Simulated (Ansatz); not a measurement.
# What CsZnH3 in P4bm, a phase reached by a soft mode distorts into, part 3 of 3

Which phase does CsZnH3 in P4bm, a phase reached by a soft mode fall into along its unstable mode, and how much energy does it gain?

Ansatz 0.2.0; DFT r2SCAN, scalar-relativistic, plane waves, PAW; PAW set soft_1.

So far. Step 5 (Energy along the mode, all amplitudes (two of the runs …): The lowest of the steps tried is at 0.45 Å, 1.82 meV/atom below the parent; the bottom of the well need not coincide with a step. Step 7 (The new phase in its own primitive cell): The largest force component left is 0.70 meV/Å and the pressure is -0.001 GPa, within the tolerances set. The cell now holds 18.24 Å³/atom.

The structure was built from a prototype and need not be the compound's stable phase.

## 8. Modes of the new phase

A relaxed structure may still be a saddle point, so its zone-centre modes are computed. The response to a homogeneous field gives the Born charges and the dielectric tensor.

File input.yaml:

```yaml
crystal:
  lattice:
    - [4.1396526967, -4.03759451, 0.0]
    - [4.1396526967, 4.03759451, 0.0]
    - [-0.2825741877, 0.0, 5.4552304535]
  atoms:
    - { symbol: Cs, position: [0.0224651736, 0.5250752359, 0.9495263774] }
    - { symbol: Cs, position: [0.5250752359, 0.0224651736, 0.9495263774] }
    - { symbol: Zn, position: [0.0491826385, 0.0491826385, 0.4028200883] }
    - { symbol: Zn, position: [0.4698603537, 0.4698603537, 0.46921619] }
    - { symbol: H, position: [0.816490789, 0.1710909319, 0.5137990471] }
    - { symbol: H, position: [0.1710909319, 0.816490789, 0.5137990471] }
    - { symbol: H, position: [0.2648353462, 0.2648353462, 0.4539208731] }
    - { symbol: H, position: [0.532894251, 0.532894251, 0.7450204724] }
    - { symbol: H, position: [0.0326331513, 0.0326331513, 0.1042051404] }
    - { symbol: H, position: [0.542940331, 0.542940331, 0.2100733561] }
kpoints:
  mp_grid: { grid: [4, 4, 4] }
hamiltonian:
  xc: r2scan
  pseudopotentials: { kind: paw, azcp: { folder: soft_1 } }
scf:
  occupations: { method: fixed }
output:
  eigenvalues: true
phonons:
  method: dfpt
  dielectric: true
  rigid_motions: translations
```

Started as:

```
ansatz run input.yaml --threads 4 --pin off --max-ram 16384MiB --backend cpu --events-out ev --progress --plain --runs-dir out
```

Numbers of over 12 decimals in the logs are rounded to 6 here.

What it wrote:

```text
[...]
Crystal: 10 atoms, lattice volume = 182.360 Å³
Basis set: ecut = 500 eV, 4629 PW (Γ), exchange–correlation on 270×270×240 points (216 copies of the dense FFT grid, shifted against one another)
Bands: 34, of which v1, the nominal top of the filled ones, is band 24 counted from 1 (23 counted from 0)
Symmetry: 2 space group operations
k-points: 36 of 64 (irreducible under 1 space group operation, time reversal used)
[...]
SCF iter   1: F=—  HF=-18124.664144 eV  |F-HF|=—  |Δ(HF+E_count)|=         —  Δρ=9.71e-2  dr2=1.38e1  dr2_τ=5.32e-2  ethr=3.10e-3  ⟨swp⟩=5.0  Hψ=5082  notcnv=0  defer=265
[...]
SCF iter  13: F=-18121.218429 eV  HF=-18121.218429 eV  |F-HF|=0.00e0  |Δ(HF+E_count)|=  5.09e-11  Δρ=4.17e-8  dr2=5.14e-12  dr2_τ=1.97e-13  ethr=1.00e-12  ⟨swp⟩=17.7  Hψ=9486  notcnv=0
SCF 1 converged in 13 iterations: F = -18121.218429 eV  dr2 = 5.14e-12
[...]
NSCF: frozen V_eff on 3 k-points
[...]
Bands: 25, of which v1, the nominal top of the filled ones, is band 24 counted from 1 (23 counted from 0)
k-points: 20 of 64 (time reversal used)
[...]
Eigensolver: Dense (20 Hₖ)
SCF iter   1: F=—  HF=-18121.144456 eV  |F-HF|=—  |Δ(HF+E_count)|=         —  Δρ=3.36e-4  dr2=5.48e-5  dr2_τ=1.73e-5  ethr=1.00e-1
[...]
SCF iter   6: F=-18121.144574 eV  HF=-18121.144574 eV  |F-HF|=5.25e-9  |Δ(HF+E_count)|=   2.41e-8  Δρ=3.35e-6  dr2=1.13e-8  dr2_τ=3.50e-10  ethr=2.08e-10
SCF 1 converged in 6 iterations: F = -18121.144574 eV  dr2 = 1.13e-8
[...]
SCF converged after 13 iterations
Free energy (F): -18121.218429 eV
[...]
Internal energy: -18121.218429 eV  (E = F + TS)
E sigma→0 (E₀):  -18121.218429 eV
Fermi energy:    2.352779 eV
[...]
--- Band table (eV; the first three rows and the last of 36) ---
  k-point 0: bands = [... 20 lower, 1.6020, 1.7666, 1.8228, 2.3011, 6.6106, 7.3045, 7.5583, 7.6376, ... 6 higher]
  k-point 1: bands = [... 20 lower, 0.9647, 1.6551, 1.6884, 1.9417, 7.0057, 7.4499, 7.6582, 8.1779, ... 6 higher]
  k-point 2: bands = [... 20 lower, 0.3319, 1.4794, 1.4983, 1.6056, 7.3065, 7.6799, 7.8451, 8.4083, ... 6 higher]
  k-point 35: bands = [... 20 lower, 1.2191, 1.6735, 1.9951, 2.3412, 7.1552, 7.2725, 8.7112, 8.8465, ... 6 higher]
[...]
ASR residual: 9.576e-5 → 0.000e0 eV/Å²; symmetrization residual: 2.282e-6 eV/Å²
[...]
ε∞ (high-frequency dielectric tensor):
        3.370595    -0.000000     0.022406
       -0.000000     3.479715    -0.000000
        0.022406    -0.000000     3.235759
[...]
Born effective charges Z* (e; rows j = field, columns β = displacement):
    site 0:
         1.22366   -0.00423    0.01467
         0.02374    1.14406    0.00801
         0.01258    0.00934    1.26100
    site 1:
         1.22366    0.00423    0.01467
        -0.02374    1.14406   -0.00801
         0.01258   -0.00934    1.26100
    site 2:
         1.27457   -0.00000   -0.00186
        -0.00000    1.28239    0.00000
         0.00819    0.00000    0.90078
    site 3:
         1.30827   -0.00000    0.01907
        -0.00000    1.60408    0.00000
         0.02120   -0.00000    1.09614
    site 4:
        -0.68181    0.24603    0.03493
         0.17427   -1.25690   -0.09304
         0.02976   -0.13673   -0.65560
    site 5:
        -0.68181   -0.24603    0.03493
        -0.17427   -1.25690    0.09304
         0.02976    0.13673   -0.65560
    site 6:
        -1.47278    0.00000   -0.06209
         0.00000   -0.49729    0.00000
        -0.10585    0.00000   -0.54887
    site 7:
        -0.71760    0.00000   -0.10964
         0.00000   -0.74885    0.00000
        -0.10156    0.00000   -0.83764
    site 8:
        -0.74424    0.00000   -0.06417
         0.00000   -0.73545    0.00000
        -0.00937   -0.00000   -1.02597
    site 9:
        -0.73194    0.00000    0.11949
         0.00000   -0.67919   -0.00000
         0.10272   -0.00000   -0.79526
  Z* charge neutrality: 8.374e-3 e pre-enforcement
[...]
optical modes at Γ without the LO–TO term, one row a degenerate level:
      ω (cm⁻¹)  modes    IR ((D/Å)²/amu)
       -113.92      1             8.3443
         39.34      1             0.0031
         54.74      1             0.2372
         64.17      1             0.0854
         75.96      1             0.6410
         77.36      1             0.8233
         88.38      1             1.6785
[...]
optical modes at Γ + LO–TO along q̂ = [1.0000, 0.0000, 0.0000]:
      ω (cm⁻¹)  modes    IR ((D/Å)²/amu)
[...]
optical modes at Γ + LO–TO along q̂ = [0.0000, 1.0000, 0.0000]:
      ω (cm⁻¹)  modes    IR ((D/Å)²/amu)
[...]
optical modes at Γ + LO–TO along q̂ = [0.0000, 0.0000, 1.0000]:
      ω (cm⁻¹)  modes    IR ((D/Å)²/amu)
[...]
617.18      1            44.8337
        652.06      1             2.9849
        653.45      1            11.4266
        700.14      1            16.1556
        727.76      1            14.3228
        745.32      1             1.0837
       1470.12      1            41.4330
       1481.77      1            30.4584
       1532.57      1            26.0610
       1586.16      1             6.7130
       1758.97      1            34.9844
       1782.98      1             2.0920
```

It took 15 min on 4 threads of Arm Neoverse V1, shared host; peak memory 5 GiB.

Numbers from this step:

| Property | Result |
| --- | --- |
| sum-rule residual before enforcement | 9.58e-5 eV/Å² |
| miss of the charge sum rule | 0.008374 e |
| estimated error of the dielectric tensor | 0.01142 |
| estimated error of the Born charges | 0.01632 e |
| point group | m |
| highest optical mode at the zone centre (no LO-TO term) | 1783 cm⁻¹ |
| lowest optical zone-centre mode | -113.9 cm⁻¹ |
| mean high-frequency dielectric constant | 3.362 |
| largest Born charge (third of the trace) | 1.336 e |
| top of the zone-centre spectrum with the field | 1785 cm⁻¹ |

Patterns of degenerate modes are one choice out of their space. The modes at Γ (shares of kinetic energy by element, %) (negative means imaginary):

```tsv
mode	frequency (cm⁻¹)	symmetry	Cs %	Zn %	H %
1	-113.9	A''	2	77	21
2	0.0	acoustic	66	32	1
3	0.0	acoustic	66	32	2
4	0.0	acoustic	66	32	2
5	39.3	A''	96	3	0
6	54.7	A''	95	3	2
7	64.2	A'	92	7	1
8	76.0	A'	36	62	2
9	77.4	A''	37	60	3
10	88.4	A'	34	63	3
11	111.3	A'	2	94	5
12	146.4	A'	4	93	2
13	256.9	A''	3	17	80
14	307.6	A'	0	3	97
15	324.9	A''	0	1	98
16	500.7	A'	0	3	97
17	536.3	A''	0	0	100
18	555.8	A'	0	2	98
19	617.2	A''	0	2	98
20	620.9	A'	0	2	98
21	653.5	A''	0	0	100
22	667.2	A'	0	1	99
23	719.8	A'	0	1	99
24	745.3	A''	0	1	99
25	1468.6	A'	0	1	99
26	1470.1	A''	0	1	99
27	1517.0	A'	0	1	99
28	1586.1	A'	0	0	100
29	1727.6	A'	0	2	98
30	1782.8	A'	0	0	100
```

Optical modes at the zone centre, without and with the macroscopic field of the longitudinal modes; each column is sorted by frequency, so a row need not hold one and the same mode. Modes with and without the field, by row:

```tsv
rank among optical modes	no field (cm⁻¹)	q along (1, 0, 0) (cm⁻¹)	q along (0, 1, 0) (cm⁻¹)	q along (0, 0, 1) (cm⁻¹)
1	-113.9	-113.9	-41.5	-113.9
2	39.3	39.3	39.5	39.3
3	54.7	54.7	59.6	54.7
4	64.2	64.6	64.2	64.5
5	76	77.4	76	76.1
6	77.4	83.2	88.4	77.4
7	88.4	88.4	99.4	110.4
8	111.3	111.3	111.3	111.7
9	146.4	147.1	146.4	146.4
10	256.9	256.9	286.1	256.9
11	307.6	311.1	307.6	308.2
12	324.9	324.9	331.4	324.9
13	500.7	509.5	500.7	505
14	536.3	536.3	537.2	536.3
15	555.8	617.2	555.8	557.8
16	617.2	617.4	620.9	617.2
17	620.9	653.5	644.8	652.1
18	653.5	664.5	667.2	653.5
19	667.2	670.1	719.8	700.1
20	719.8	745.3	737.1	727.8
21	745.3	771.9	776.3	745.3
22	1469	1470	1469	1470
23	1470	1479	1517	1482
24	1517	1544	1523	1533
25	1586	1601	1586	1586
26	1728	1728	1728	1759
27	1783	1785	1783	1783
```

Born charge (rows field, columns displacement) (e), principal values of the symmetric part by kind of site:

```tsv
atom	atoms with these values	low	middle	high	mean
Cs1	2	1.14	1.22	1.27	1.21
Zn3	1	0.90	1.27	1.28	1.15
Zn4	1	1.09	1.31	1.60	1.34
H5	2	-1.35	-0.64	-0.61	-0.86
H7	1	-1.48	-0.54	-0.50	-0.84
H8	1	-0.90	-0.75	-0.66	-0.77
H9	1	-1.03	-0.74	-0.74	-0.84
H10	1	-0.88	-0.68	-0.65	-0.74
```

In full for H10:

```
-0.73  0.00  0.12
 0.00 -0.68  0.00
 0.10  0.00 -0.80
```

High-frequency dielectric tensor:

```
3.37 0.00 0.02
0.00 3.48 0.00
0.02 0.00 3.24
```

Transverse modes; imaginary modes are left out. Infrared lines, with heights relative to the strongest:

```tsv
position (cm⁻¹)	relative intensity
39	0.0
55	0.5
64	0.2
76	1.4
77	1.7
88	3.5
111	0.0
146	0.2
257	15
308	3.1
325	2.6
501	28
536	1.8
556	100
617	95
621	48
653	24
667	11
720	20
745	2.3
1469	62
1470	88
1517	65
1586	14
1728	55
1783	3.9
```

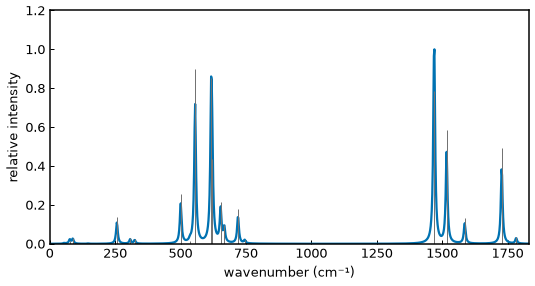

The infrared spectrum, broadened with Lorentzians of width 8 cm⁻¹; bars mark the lines.

Before it was imposed, the acoustic sum rule was missed by 9.6e-5 eV/Å² and the charge sum rule by 0.0084 e. Small misses are needed for a sound result but don't prove that mesh and cutoff are converged. The lowest optical mode is imaginary, 113.9i cm⁻¹, so the energy falls along it.

## 9. Results

```json
{
 "unstable mode of the parent": "q = (0, 0, 0), 91i cm⁻¹",
 "depth at the lowest point sampled": "1.82 meV/atom",
 "largest atomic shift at that point": "0.45 Å",
 "space group reached (within 0.01 Å)": "Cm",
 "energy gained over the parent (first relaxation, on the mesh of the frozen mode)": "30.2 meV/atom",
 "volume per atom, phase reached": "18.2 Å³",
 "gap on the k-mesh, phase reached": "4.04 eV",
 "lowest optical zone-centre mode, phase reached": "-114 cm⁻¹",
 "highest optical mode at the zone centre (no LO-TO term), phase reached": "1783 cm⁻¹"
}
```

What this shows: Along this mode the structure falls into Cm, 30.2 meV/atom below the parent. At the parent's cell the well is 1.821 meV/atom deep on the steps tried, with its lowest point at a shift of 0.45 Å. Relaxing atoms and cell changes the gain by +28.34 meV/atom against the lowest step (energies at zero smearing). Most of the total comes from this relaxation. The new phase still has an imaginary mode at the zone centre of its cell, so it is a saddle point on the way to a lower structure. Of the 2 patterns followed to their end from this parent, this one ends 30.5 meV/atom above the lowest, Pmma. Each path keeps the symmetry of its pattern, so a lower phase may lie along a pattern not tried. Spin-orbit coupling is left out, which can matter for the heavy elements here. The starting cell was built on a prototype and not taken from a measurement, so the phase need not exist.

[Logs are printed without paths, hosts, clocks, repeated set-up lines and the standing remarks that a program may print on its own settings, such as how far it seeks lower states.]

[Hosts, paths, dates, database ids (printed as entryN), source tags and the programs' standing remarks are cut or masked in the printed files.]
